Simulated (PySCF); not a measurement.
**C₆H₁₄FNSi: density, localisation and related maps**

```xyz
23

C     3.5458    0.3760    0.1237
C     2.7873   -0.6868   -0.0654
C     1.8594   -1.2544    0.9582
C     0.4077   -1.2144    0.4893
F     0.2497   -2.1363   -0.5471
Si   -0.1286    0.5229   -0.1202
N    -1.8404    0.5952   -0.0108
C    -2.7048   -0.4865   -0.4280
C    -2.5089    1.8714   -0.0786
H     3.5503    0.9066    1.0619
H     4.1994    0.7564   -0.6424
H     2.7964   -1.2093   -1.0124
H     1.9291   -0.6897    1.8886
H     2.1361   -2.2951    1.1577
H    -0.2365   -1.5877    1.2941
H     0.4635    0.7175   -1.4534
H     0.3618    1.5298    0.8237
H    -2.1726   -1.4313   -0.3876
H    -3.5731   -0.5400    0.2348
H    -3.0659   -0.3375   -1.4517
H    -2.8162    2.1131   -1.1023
H    -1.8421    2.6525    0.2731
H    -3.4023    1.8545    0.5506
```

Geometry: GFN2-xTB.

The calculation used PySCF, PBE0/pcSseg-1, SCF density, gas phase, non-relativistic.

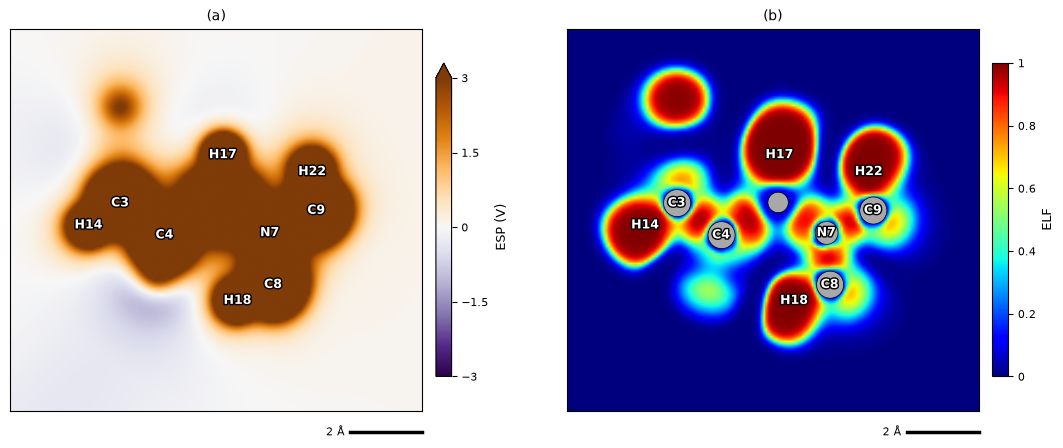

Figure 1. (a) electrostatic potential; (b) ELF on the plane of atoms C8, N7 and C9. Grey discs cover the atomic cores in the ELF map.

Q: What does the map show?

A: The plane passes through C, N and H nuclei. C–N (1.44 Å): the ELF peaks at about 0.95 between the atoms: localised, covalent bonding. C–H (1.10 Å): the ELF climbs to about 1 towards the hydrogen, as it does in any bond to H: a covalent bond by its length. Outside the dense part of the molecule the potential is most negative (−1.0 V) near F5, which lies off the plane.

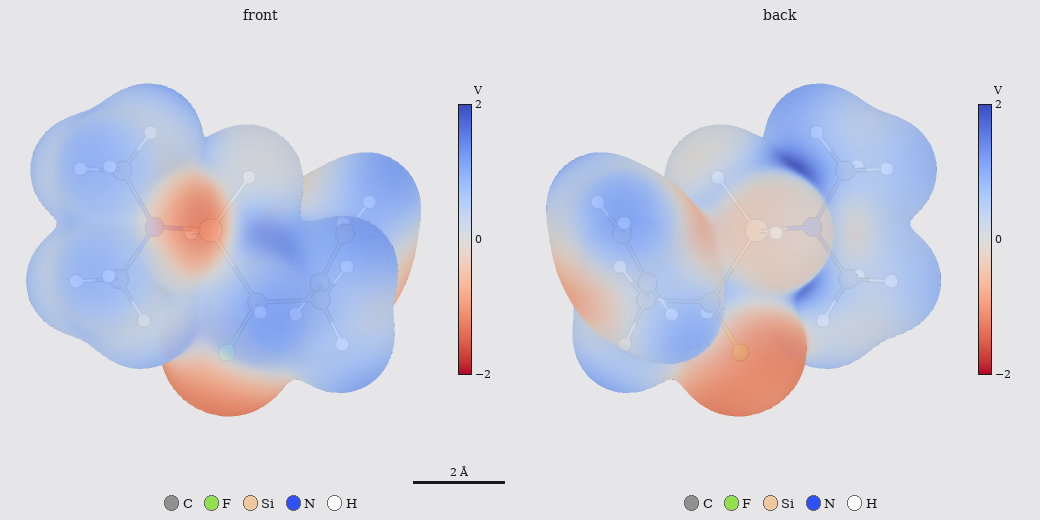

Figure 2. The electrostatic potential painted on the density surface at 0.004 e/bohr³, seen from the front and from behind; the colour scale runs from red (negative) to blue (positive).

Q: Which sites attract a positive test charge, and which a negative one?

A: A positive charge is drawn to the negative regions and a negative charge to the positive ones. The most negative region (about −1.2 V) lies over F5 and N7, the most positive (about +1.6 V) over Si6.
